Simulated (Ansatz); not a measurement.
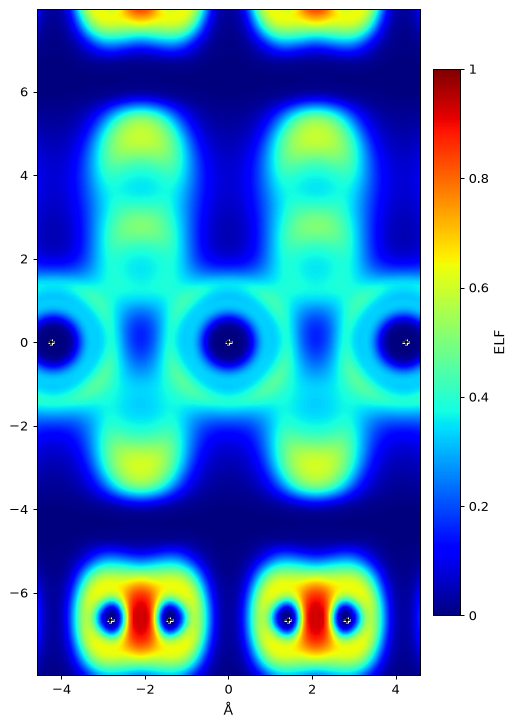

The ELF on a plane through atoms (crosses mark nuclei in the plane).

Theory: DFT PBE, scalar-relativistic, plane waves, PAW in Ansatz 0.2.0.

Candidates:
A. Si5Ge2, a = 6.58 Å, b = 6.58 Å, c = 13.08 Å, α = 90.00°, β = 90.00°, γ = 120.00°. Space group R32; a generated structure, not necessarily the stable one.
B. Sn2C3, a = 4.24 Å, b = 4.24 Å, c = 15.26 Å, α = 90.00°, β = 90.00°, γ = 120.00°. Space group P-3m1; a generated structure, not necessarily the stable one; changed on purpose from its base cell (volume × 1.06, shape and atoms relaxed).
C. SiP5, a = 3.45 Å, b = 3.45 Å, c = 9.81 Å, α = 90.00°, β = 90.00°, γ = 120.00°. Space group P3m1; a generated structure, not necessarily the stable one; computed without spin polarisation.

**Which candidate gave the map?**

Candidate B: Sn2C3 on the (100) plane of the conventional cell, which holds Sn and C. C–C (1.41 Å): the ELF peaks at about 0.95 between the atoms.
